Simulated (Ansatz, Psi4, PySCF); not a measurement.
SiH4 (SMILES [SiH4]) and H2 (SMILES [H][H]) are pulled apart as rigid monomers along the line of their centres of mass, from the B3LYP-D3(BJ)/def2-TZVP minimum. Starting geometry (charge 0, multiplicity 1):
```xyz
7

Si     0.04975     0.05633    -0.01269
H      0.11788     0.14423    -1.48874
H     -1.33638    -0.25747     0.40140
H      0.45894     1.34967     0.57992
H      0.95838    -1.01140     0.46238
H     -0.10323    -0.11933     3.35927
H     -0.14336    -0.15900     4.10091
```

Interaction energies with rigid monomers; basis-set methods are counterpoise corrected unless marked otherwise.

Cores are frozen in the correlated methods. Rows in 6-31G* carry no dispersion term and start afresh at each structure (6-31G* with six Cartesian d functions). MP2/6-31G* freezes PySCF's default core.

Programs: Ansatz (an electronic-structure program) with Gaussian orbitals; Psi4 for SAPT; PySCF for 6-31G* rows. Values without a source in brackets are computed.

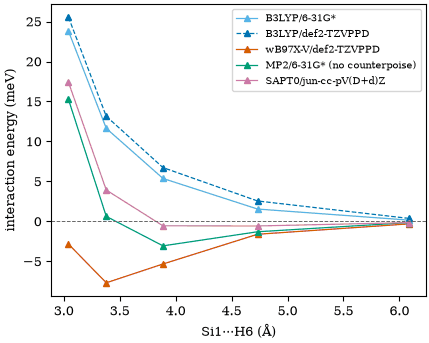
*Interaction energy against separation*

Task: Which level binds most strongly at Si1···H6 = 3.38, and by how much?

Result: wB97X-V/def2-TZVPPD, -8 meV.
